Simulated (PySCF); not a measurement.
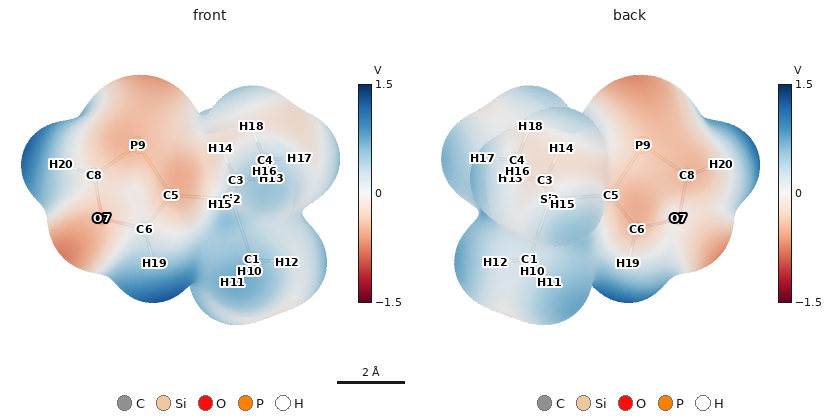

Figure. C6H11OPSi. The electrostatic potential painted on the density surface at 0.002 e/bohr³, seen from the front and from behind; the colour scale runs from red (negative) to blue (positive).

Geometry: GFN2-xTB.

All numbers below come from PBE0/pcSseg-1, SCF density, gas phase, non-relativistic in PySCF 2.14.0.

Input file:

```
{"job": {"kind": "nmr", "xc": "PBE0", "basis": "pcSseg-1"}, "charge": 0, "multiplicity": 1}
C     -1.569584    -0.955892    -1.268888
Si    -0.741802     0.171155     0.025724
C     -1.426657    -0.190370     1.768222
C     -0.993491     2.008959    -0.416027
C      1.117755    -0.159031     0.065180
C      1.804609    -1.027557    -0.720072
O      3.122231    -1.101872    -0.524247
C      3.504012    -0.265859     0.449516
P      2.258902     0.653545     1.169531
H     -1.188922    -0.763439    -2.266976
H     -1.404270    -2.005566    -1.046992
H     -2.642015    -0.790651    -1.290797
H     -2.467887     0.103660     1.855998
H     -0.863261     0.353222     2.520974
H     -1.360906    -1.247094     2.010304
H     -0.657980     2.225354    -1.425874
H     -2.038678     2.294181    -0.348228
H     -0.430985     2.646831     0.259420
H      1.416067    -1.672318    -1.488410
H      4.557712    -0.266580     0.668604
```

Launched as:

```sh
OMP_NUM_THREADS=1 python probes_run.py task.json out
```

**Which sites attract a positive test charge, and which a negative one?**

A positive charge is drawn to the negative regions and a negative charge to the positive ones. The most negative region (about −0.7 V) lies over O7 and P9, the most positive (about +1.2 V) over H19 and H20.

**How polar is the molecule by this calculation?**

Its dipole moment is 1.26 D.
